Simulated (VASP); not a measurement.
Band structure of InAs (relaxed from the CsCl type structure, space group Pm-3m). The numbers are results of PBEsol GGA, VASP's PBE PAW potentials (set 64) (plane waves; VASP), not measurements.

Unless said otherwise, spin-orbit coupling is left out, though it shifts the bands of the heavy elements here.

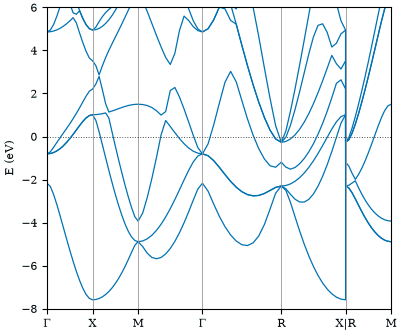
*Bands along high-symmetry lines, zero at the valence-band maximum or, without a gap, the Fermi level*

Problem. Read the plot: is there a gap, and where are the band edges?

Solution. It has no gap at this level: it comes out as a metal or semimetal. (Edges off the drawn lines would not show.)

The structure was generated: InAs was put into the CsCl type type (Pm-3m), which need not be its known phase. It was relaxed first, which changed the volume by +10 %. VASP warned that the highest band is occupied, so more bands are needed.
